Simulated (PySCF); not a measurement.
**Two runs on C$_{4}$H$_{7}$NSi**

System: C$_{4}$H$_{7}$NSi.
Method of run 1: GIAO HF/pcSseg-1 NMR shielding, non-relativistic, gas phase (PySCF 2.14.0).

The geometry comes from this level: PBE0-D3(BJ)/def2-SVP. Text and figures count atoms from 1; the logs count them from 0 in places.

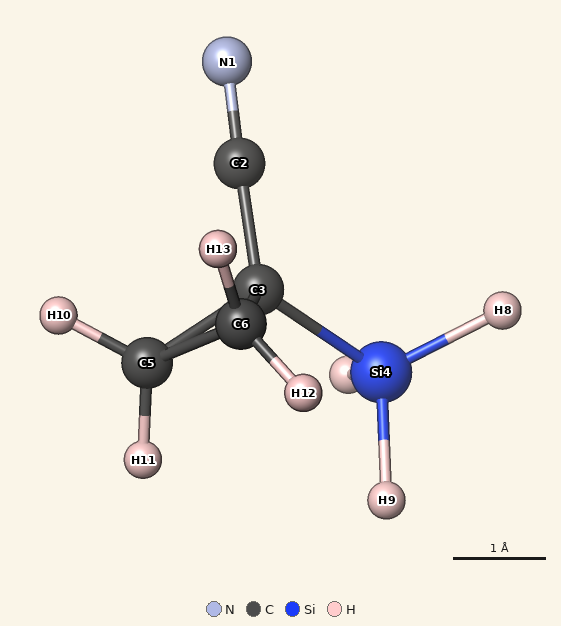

The input geometry (ball-and-stick view, seen at an oblique angle; atoms are numbered from 1 in the order of the input). Bond lengths as drawn: C–C 1.44 to 1.52 Å, C–H 1.09 Å, C–N 1.16 Å, C–Si 1.89 Å and H–Si 1.49 Å.

### The input, run 1
```
{"job": {"kind": "nmr", "xc": "HF", "basis": "pcSseg-1", "pop": false}, "charge": 0, "multiplicity": 1}
N      0.001360     1.883089     1.888457
C     -0.012049     0.982205     1.158188
C      0.014337    -0.135357     0.255836
Si     1.719300    -0.556507    -0.441339
C     -1.206334    -0.361765    -0.625168
C     -0.962550    -1.272740     0.521695
H      2.257488     0.593160    -1.223543
H      2.658466    -0.903455     0.663585
H      1.526623    -1.737195    -1.336682
H     -2.014791     0.368976    -0.546315
H     -1.024129    -0.729143    -1.638801
H     -0.609486    -2.289320     0.326377
H     -1.598483    -1.174634     1.404831
```

The first line tells a small driver script what to run in PySCF; the rest is the geometry in Å.

Launched with:
```bash
OMP_NUM_THREADS=1 python <driver script> task.json out
```

Hardware: 1 CPU thread, shared host.

### Output (run 1)
```
final grid: 105360 points
cycle   1  E = -498.7063825964  dE =  1.180e+00  |g| = 6.071e-01  |ddm| = 3.186e+00
cycle   2  E = -498.7744138854  dE = -6.803e-02  |g| = 5.127e-01  |ddm| = 9.119e-01
cycle   3  E = -498.8306736217  dE = -5.626e-02  |g| = 8.537e-02  |ddm| = 4.676e-01
cycle   4  E = -498.8335265859  dE = -2.853e-03  |g| = 2.340e-02  |ddm| = 1.468e-01
cycle   5  E = -498.8336977223  dE = -1.711e-04  |g| = 6.625e-03  |ddm| = 3.633e-02
cycle   6  E = -498.8337159600  dE = -1.824e-05  |g| = 2.626e-03  |ddm| = 1.371e-02
cycle   7  E = -498.8337186397  dE = -2.680e-06  |g| = 7.116e-04  |ddm| = 5.261e-03
cycle   8  E = -498.8337189053  dE = -2.656e-07  |g| = 1.940e-04  |ddm| = 1.480e-03
cycle   9  E = -498.8337189513  dE = -4.600e-08  |g| = 9.801e-05  |ddm| = 4.398e-04
cycle  10  E = -498.8337189673  dE = -1.600e-08  |g| = 4.171e-05  |ddm| = 2.663e-04
cycle  11  E = -498.8337189699  dE = -2.586e-09  |g| = 9.598e-06  |ddm| = 1.332e-04
cycle  12  E = -498.8337189700  dE = -8.833e-11  |g| = 2.582e-06  |ddm| = 3.021e-05
converged SCF energy = -498.8337189700

GIAO shielding tensors (ppm)
atom      isotropic    diamagn.    paramagn.     s11        s22        s33       span
  0 N      -30.449     338.912    -369.361   -213.781   -198.775    321.208    534.989
  1 C       56.019     260.656    -204.637    -64.919    -63.793    296.769    361.688
  2 C      209.400     256.335     -46.935    179.467    191.152    257.579     78.112
  3 Si     436.549     874.925    -438.377    406.083    417.744    485.819     79.736
  4 C      180.671     247.762     -67.090    148.748    182.177    211.089     62.341
  5 C      180.532     250.680     -70.148    148.367    182.082    211.146     62.779
  6 H       27.561      28.144      -0.584     23.958     25.518     33.206      9.248
  7 H       27.558      27.896      -0.338     23.959     25.521     33.195      9.236
  8 H       28.689      29.005      -0.317     24.667     27.034     34.366      9.700
  9 H       30.502      29.982       0.519     24.744     26.671     40.090     15.346
 10 H       30.946      30.689       0.257     24.616     27.436     40.785     16.169
 11 H       30.915      30.850       0.065     24.609     27.405     40.729     16.120
 12 H       30.520      30.240       0.281     24.746     26.712     40.103     15.357
```

Run 2 used a changed input.

### The two runs side by side

| quantity | run 1 | run 2 |
| --- | --- | --- |
| outcome | converged | converged |
| total energy (hartree) | −498.833719 | −500.709322 |
| HOMO (eV) | −11.36 | −7.13 |
| LUMO (eV) | 3.37 | −0.61 |
| dipole moment (D) | 4.47 | 4.08 |
| shielding of N1 (ppm) | −30.4 | −27.6 |
| shielding of C2 (ppm) | 56.0 | 53.4 |
| shielding of C3 (ppm) | 209.4 | 184.1 |
| shielding of Si4 (ppm) | 436.5 | 373.8 |
| shielding of C5 (ppm) | 180.7 | 158.8 |
| shielding of C6 (ppm) | 180.5 | 158.6 |
| shielding of H9 (ppm) | 28.7 | 28.1 |
| SCF iterations | 12 | 14 |
| basis functions | 144 | 144 |
| wall time (shared host) | 11 s | 29 s |

What was changed in the input?

The change (lines with − go, lines with + come):
```diff
-"xc": "HF"
+"xc": "BLYP"
```

The total energies belong to different methods, so their difference says nothing on which is more stable or more accurate. The HOMO goes from −11.36 to −7.13 eV. The LUMO goes from 3.37 to −0.61 eV. The dipole moment goes from 4.47 to 4.08 D. Of all shieldings, the largest change is that of Si4, by −62.8 ppm. The method changes from HF to BLYP. Exact exchange removes part of the self-interaction error of semilocal functionals, which pushes filled and empty levels apart. The SCF takes 14 iterations against 12.

### Output (run 2)
```
coarse grid: 11376 points
cycle   1  E = -500.5843026638  dE =  5.148e-01  |g| = 5.260e-01  |ddm| = 3.357e+00
cycle   2  E = -500.3084678306  dE =  2.758e-01  |g| = 1.201e+00  |ddm| = 1.801e+00
cycle   3  E = -500.6256270696  dE = -3.172e-01  |g| = 3.562e-01  |ddm| = 1.380e+00
cycle   4  E = -500.6543278001  dE = -2.870e-02  |g| = 6.605e-02  |ddm| = 3.021e-01
cycle   5  E = -500.6553366045  dE = -1.009e-03  |g| = 2.123e-02  |ddm| = 8.903e-02
cycle   6  E = -500.6554471482  dE = -1.105e-04  |g| = 5.646e-03  |ddm| = 3.171e-02
cycle   7  E = -500.6554558984  dE = -8.750e-06  |g| = 1.905e-03  |ddm| = 9.830e-03
final grid: 105360 points
cycle   8  E = -500.7093071976  dE = -2.530e-05  |g| = 7.615e-03  |ddm| = 2.951e-02
cycle   9  E = -500.7092775656  dE =  2.963e-05  |g| = 1.359e-02  |ddm| = 1.995e-02
cycle  10  E = -500.7093188771  dE = -4.131e-05  |g| = 3.727e-03  |ddm| = 1.264e-02
cycle  11  E = -500.7093218078  dE = -2.931e-06  |g| = 8.168e-04  |ddm| = 3.108e-03
cycle  12  E = -500.7093219602  dE = -1.524e-07  |g| = 1.035e-04  |ddm| = 8.666e-04
cycle  13  E = -500.7093219630  dE = -2.710e-09  |g| = 2.178e-05  |ddm| = 1.439e-04
cycle  14  E = -500.7093219631  dE = -1.044e-10  |g| = 7.897e-06  |ddm| = 3.524e-05
converged SCF energy = -500.7093219631

GIAO shielding tensors (ppm)
atom      isotropic    diamagn.    paramagn.     s11        s22        s33       span
  0 N      -27.635     343.391    -371.026   -202.927   -194.362    314.383    517.310
  1 C       53.410     258.625    -205.215    -66.661    -65.885    292.774    359.435
  2 C      184.052     256.209     -72.157    152.860    166.615    232.681     79.821
  3 Si     373.775     879.944    -506.169    335.081    349.579    436.664    101.583
  4 C      158.796     249.211     -90.415    124.909    163.076    188.403     63.494
  5 C      158.600     251.053     -92.453    124.445    162.954    188.400     63.954
  6 H       27.023      28.636      -1.613     23.727     25.118     32.224      8.496
  7 H       27.021      28.269      -1.249     23.729     25.120     32.213      8.484
  8 H       28.128      29.262      -1.134     24.483     26.578     33.322      8.839
  9 H       30.199      30.317      -0.118     25.221     27.278     38.099     12.877
 10 H       30.596      30.822      -0.226     25.006     28.068     38.714     13.708
 11 H       30.568      30.623      -0.056     25.002     28.043     38.659     13.657
 12 H       30.213      30.209       0.004     25.220     27.310     38.109     12.889
```
